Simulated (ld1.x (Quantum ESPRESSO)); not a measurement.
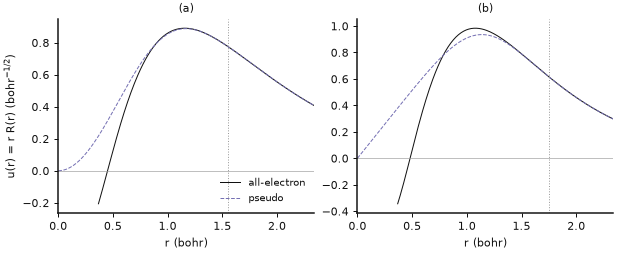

Partial waves u(r) = r R(r), all-electron (solid) and pseudo (dashed). Dotted lines mark the matching radii. The all-electron curves start outside the innermost oscillations, which aren't drawn.

ld1.x (Quantum ESPRESSO) 7.5, PBE, scalar-relativistic. The levels are (a) -18.81 eV, (b) -35.34 eV.

Q: Identify the atom and the shell in each panel.

A: Potassium (K), core [Ne], valence 3s2 3p6 4s1 4p0 (neutral): (a) 3p, (b) 3s.

Q: Are the pseudo-waves norm-conserving?

A: Yes. The TM scheme keeps the all-electron norm inside the radius.
